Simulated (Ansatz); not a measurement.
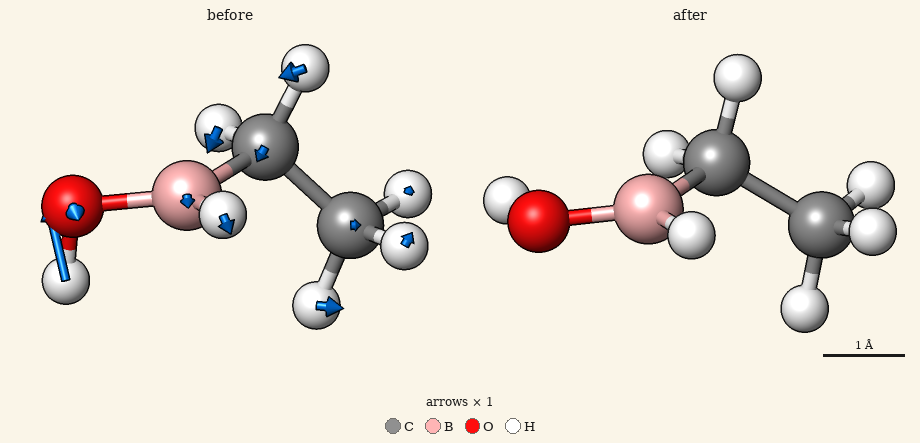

The structure of C2H7BO (coarse preliminary run) before (left) and after (right) a relaxation, at one scale. The blue arrows give the displacements, at their true length.

Style: ball-and-stick. Shown at a tilt.

The start comes from a force field.

Level of theory: Ansatz, RKS PBE-D4/def2-SVP. Set-up: force threshold 0.03 eV/Å; at most 200 steps.

Q: What changed between the two?

A: The atom that moves furthest after the best rigid fit is an H atom (1.04 Å). By element the largest moves are H 1.04 Å, O 0.30 Å, C 0.22 Å, B 0.18 Å. Among the contacts that change: C–C 1.465 → 1.538 Å, B–O 1.427 → 1.362 Å, C–H 1.066 → 1.115 Å, H–O 1.023 → 0.977 Å. Bond angles that change, for instance: B–O–H 102.6° → 112.1°, B–C–H 111.0° → 105.1°, C–C–B 109.7° → 114.5°. Groups turn about B–O by about 85°. The energy falls by 102.0 kJ/mol in 14 geometry steps. The largest force component goes from 2.7 to 0.02 eV/Å.
